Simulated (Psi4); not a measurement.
# MoH₂O₄: single-point calculation (part 2 of 2)

MoH₂O₄, multiplicity 3; OMP2/def2-SVP, UHF (Psi4 1.11). The run did not end well. The geometry is that of the parent species in another charge or spin state. The geometry comes from this level: PBE0-D4/def2-TZVP.

Geometry of the input (Å):
```
O  0.0526  -1.8997  -0.2371
Mo 0.0951  -0.2873  0.2164
O  0.6334  -0.1739  1.7990
O  -1.6283  0.4230  0.0746
O  1.2711  0.6570  -0.8881
H  -2.0301  0.9705  0.7543
H  1.6063  0.3105  -1.7192
```

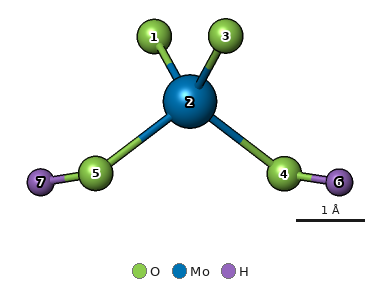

*The structure (ball-and-stick view, seen on its broad side; atoms are numbered from 1 in the order of the input). Sticks mark near contacts.*

### What the program printed, continued
```
 ------------------------------------------------------------------------------------

	total time  =          5 seconds =       0.08 minutes
  Constructing Basis Sets for DFOCC...

   => Loading Basis Set <=

    Name: (DEF2-SVP AUX)
    Role: JKFIT
    Keyword: DF_BASIS_SCF

   => Loading Basis Set <=

    Name: (DEF2-SVP AUX)
    Role: RIFIT
    Keyword: DF_BASIS_CC

  Module DFOCC Options:
  ----------------------------------------------------------------------------
  ACTIVE                        => (empty)
  BASIS_RELATIVISTIC            => (empty)
  BENCH                         => (empty)
  CC_DIIS_MAX_VECS              => (empty)
  CC_DIIS_MIN_VECS              => (empty)
  CC_LAMBDA                     => (empty)
  CC_MAXITER                    => (empty)
  CC_TYPE                       => (empty)
  CHOLESKY                      => FALSE           !
  CHOLESKY_TOLERANCE            => (empty)
  CI_TYPE                       => (empty)
  COMPUT_S2                     => (empty)
  CUBEPROP_BASIS_FUNCTIONS      => (empty)
  CUBEPROP_FILEPATH             => (empty)
  CUBEPROP_ISOCONTOUR_THRESHOLD => (empty)
  CUBEPROP_ORBITALS             => (empty)
  CUBEPROP_TASKS                => (empty)
  CUBIC_BASIS_TOLERANCE         => (empty)
  CUBIC_BLOCK_MAX_POINTS        => (empty)
  CUBIC_GRID_OVERAGE            => (empty)
  CUBIC_GRID_SPACING            => (empty)
  CUTOFF                        => (empty)
  DDX                           => (empty)
  DEBUG                         => (empty)
  DERTYPE                       => (empty)
  DF_BASIS_CC                   => (empty)
  DIE_IF_NOT_CONVERGED          => (empty)
  DKH_ORDER                     => (empty)
  DOCC                          => (empty)
  DO_DIIS                       => (empty)
  DO_LEVEL_SHIFT                => (empty)
  DO_SCS                        => FALSE           !
  DO_SOS                        => FALSE           !
  E3_SCALE                      => (empty)
  EKT_IP                        => (empty)
  EXTERNAL_POTENTIAL_SYMMETRY   => (empty)
  E_CONVERGENCE                 => 1e-09           !
  FREEZE_CORE                   => (empty)
  FREEZE_CORE_POLICY            => (empty)
  FROZEN_DOCC                   => (empty)
  FROZEN_UOCC                   => (empty)
  HESS_TYPE                     => (empty)
  INTEGRAL_CUTOFF               => (empty)
  INTEGRAL_PACKAGE              => (empty)
  LEVEL_SHIFT                   => (empty)
  LINEQ_SOLVER                  => (empty)
  LITERAL_CFOUR                 => (empty)
  LS_THC_BASIS_TOLERANCE        => (empty)
  LS_THC_DF                     => (empty)
  LS_THC_PRUNING_SCHEME         => (empty)
  LS_THC_RADIAL_POINTS          => (empty)
  LS_THC_SPHERICAL_POINTS       => (empty)
  LS_THC_S_EPSILON              => (empty)
  LS_THC_WEIGHTS_TOLERANCE      => (empty)
  MAT_NUM_COLUMN_PRINT          => (empty)
  MAX_MOGRAD_CONVERGENCE        => (empty)
  MAX_RADIAL_MOMENT             => (empty)
  MBIS_D_CONVERGENCE            => (empty)
  MBIS_MAXITER                  => (empty)
  MBIS_PRUNING_SCHEME           => (empty)
  MBIS_RADIAL_POINTS            => (empty)
  MBIS_SPHERICAL_POINTS         => (empty)
  MOLDEN_WITH_VIRTUAL           => (empty)
  MOLDEN_WRITE                  => (empty)
  MO_DIIS_NUM_VECS              => (empty)
  MO_MAXITER                    => (empty)
  MO_STEP_MAX                   => (empty)
  MP2_AMP_TYPE                  => (empty)
  MP2_OS_SCALE                  => (empty)
  MP2_SOS_SCALE                 => (empty)
  MP2_SOS_SCALE2                => (empty)
  MP2_SS_SCALE                  => (empty)
  MP2_TYPE                      => (empty)
  MP_TYPE                       => (empty)
  NAT_ORBS                      => FALSE           !
  NUM_FROZEN_DOCC               => 4               !
  NUM_FROZEN_UOCC               => (empty)
  NUM_GPUS                      => (empty)
  OCC_ORBS_PRINT                => (empty)
  OEPROP                        => (empty)
  OO_SCALE                      => (empty)
  OPT_METHOD                    => (empty)
  ORBITAL_OPTIMIZER_PACKAGE     => (empty)
  ORB_OPT                       => TRUE            !
  ORB_RESP_SOLVER               => (empty)
  ORTH_TYPE                     => (empty)
  PARENT_SYMMETRY               => (empty)
  PCG_BETA_TYPE                 => (empty)
  PCG_CONVERGENCE               => (empty)
  PCG_MAXITER                   => (empty)
  PCM                           => (empty)
  PE                            => (empty)
  PPL_TYPE                      => (empty)
  PRINT                         => (empty)
  PRINT_NOONS                   => (empty)
  PROPERTIES                    => (empty)
  PROPERTIES_ORIGIN             => (empty)
  PUREAM                        => TRUE            !
  QCHF                          => (empty)
  QC_MODULE                     => (empty)
  RAS1                          => (empty)
  RAS2                          => (empty)
  RAS3                          => (empty)
  RAS4                          => (empty)
  READ_SCF_3INDEX               => (empty)
  REGULARIZATION                => (empty)
  REG_PARAM                     => (empty)
  RELATIVISTIC                  => (empty)
  REMP_A                        => (empty)
  RESTRICTED_DOCC               => (empty)
  RESTRICTED_UOCC               => (empty)
  RMS_MOGRAD_CONVERGENCE        => (empty)
  R_CONVERGENCE                 => (empty)
  SCF_TYPE                      => PK              !
  SCREENING                     => (empty)
  SCS_TYPE                      => (empty)
  SOCC                          => (empty)
  SOS_TYPE                      => (empty)
  TRIPLES_IABC_TYPE             => (empty)
  WFN                           => (empty)
  WFN_TYPE                      => DF-OMP2         !
  WRITER_FILE_LABEL             => (empty)
  ZORA_BASIS_TOLERANCE          => (empty)
  ZORA_NR_DEBUG                 => (empty)
  ZORA_PRUNING_SCHEME           => (empty)
  ZORA_RADIAL_POINTS            => (empty)
  ZORA_SPHERICAL_POINTS         => (empty)

	Warning: cc_lambda option is changed to TRUE
	For this residual convergence, default PCG convergence is:     1.00e-07
	For this energy convergence, default RMS orbital gradient is:     3.16e-07
	For this energy convergence, default MAX orbital gradient is:     2.00e-06

 ==============================================================================
 ==============================================================================
 ==============================================================================

                      DF-OMP2 (DF-OO-MP2)

 ==============================================================================
 ==============================================================================
 ==============================================================================

	MO Hessian type is changed to 'APPROX_DIAG'
	MO spaces...

	 FC   AOCC   BOCC  AVIR   BVIR   FV
	------------------------------------------
	  4    21    19    72     74     0
	Number of basis functions in the DF-HF basis: 599
	Number of basis functions in the DF-CC basis: 352

	Minimum required memory for amplitudes:     52.33 MB

	Computing DF-MP2 energy using SCF MOs (Canonical DF-MP2)...
	=======================================================================
	Nuclear Repulsion Energy (a.u.)    :   226.52977514492855
	DF-HF Energy (a.u.)                :  -367.85186073780795
	REF Energy (a.u.)                  :  -367.85186073780795
	Alpha-Alpha Contribution (a.u.)    :    -0.15606496024521
	Alpha-Beta Contribution (a.u.)     :    -0.74882309336232
	Beta-Beta Contribution (a.u.)      :    -0.16193167102072
	Scaled_SS Correlation Energy (a.u.):    -0.10599887708864
	Scaled_OS Correlation Energy (a.u.):    -0.89858771203478
	DF-SCS-MP2 Total Energy (a.u.)     :  -368.85644732693140
	DF-SOS-MP2 Total Energy (a.u.)     :  -368.82533075917894
	DF-SCS(N)-MP2 Total Energy (a.u.)  :  -368.41153480883600
	DF-MP2 Correlation Energy (a.u.)   :    -1.06681972462824
	DF-MP2 Total Energy (a.u.)         :  -368.91868046243621
	=======================================================================

	Number of alpha independent-pairs:1884
	Number of beta independent-pairs :1778

 ==============================================================================
 ================ Performing DF-OMP2 iterations... ============================
 ==============================================================================
	            Minimizing DF-MP2-L Functional
	            ------------------------------
 Iter       E_total           DE           RMS MO Grad      MAX MO Grad      RMS T2
 ----    ---------------    ----------     -----------      -----------     ----------
	successfully fired up coupled DIIS...
   1     -368.9616901100     -4.30e-02       4.75e-03         1.11e-01        3.36e-05
   2     -368.9800401731     -1.84e-02       3.23e-03         8.51e-02        2.40e-05
   3     -368.9962023109     -1.62e-02       2.10e-03         5.82e-02        3.32e-05
   4     -369.0022521541     -6.05e-03       8.21e-04         2.21e-02        2.57e-05
   5     -369.0038042110     -1.55e-03       4.37e-04         9.78e-03        1.42e-05
   6     -369.0041481334     -3.44e-04       3.19e-04         9.87e-03        5.00e-06
   7     -369.0043291316     -1.81e-04       2.91e-04         9.86e-03        3.58e-06
   8     -369.0045213374     -1.92e-04       2.76e-04         9.75e-03        4.43e-06
   9     -369.0045446094     -2.33e-05       2.79e-04         9.84e-03        6.83e-07
  10     -369.0046838164     -1.39e-04       2.76e-04         9.77e-03        3.43e-06
[... 80 lines of further cycles ...]
  91     -369.0043027540     -4.96e-04       2.48e-04         9.57e-03        1.32e-05
  92     -369.0039215006      3.81e-04       2.67e-04         1.01e-02        9.98e-06
  93     -369.0039324862     -1.10e-05       2.47e-04         9.80e-03        9.08e-06
  94     -369.0039671950     -3.47e-05       2.56e-04         9.90e-03        1.00e-05
  95     -369.0035771768      3.90e-04       2.65e-04         1.01e-02        1.55e-05
  96     -369.0039681322     -3.91e-04       2.47e-04         9.62e-03        1.54e-05
  97     -369.0036306118      3.38e-04       2.64e-04         1.01e-02        1.15e-05
  98     -369.0040417651     -4.11e-04       2.47e-04         9.61e-03        1.36e-05
  99     -369.0036956830      3.46e-04       2.65e-04         1.01e-02        1.08e-05
 100     -369.0041229640     -4.27e-04       2.48e-04         9.62e-03        1.30e-05

 ======================== DF-OMP2 IS NOT CONVERGED IN 100 ITERATIONS ==========

RuntimeError:
Fatal Error: DF-OCC iterations did not converge

Printing out the relevant lines from the Psithon --> Python processed input file:
    core.set_global_option("E_CONVERGENCE", 1e-09)
    core.set_global_option("D_CONVERGENCE", 1e-08)
    core.set_global_option("SCF_TYPE", "pk")
    core.set_global_option("NUM_FROZEN_DOCC", 4)
    core.set_global_option("MAXITER", 100)
--> energy('omp2')

!----------------------------------------------------------------------------------!
!                                                                                  !
! Fatal Error: DF-OCC iterations did not converge                                  !
!                                                                                  !
!----------------------------------------------------------------------------------!

    Psi4 run time: 0:02:44.20
```

### Outcome

```json
{"quantity": "outcome", "value": "not converged"}
{"quantity": "wall time", "value": "2.8 min"}
{"quantity": "peak memory", "value": "0.45 GiB"}
```

### What went wrong

The run did not converge: “Fatal Error: DF-OCC iterations did not converge” Its last values are not results.
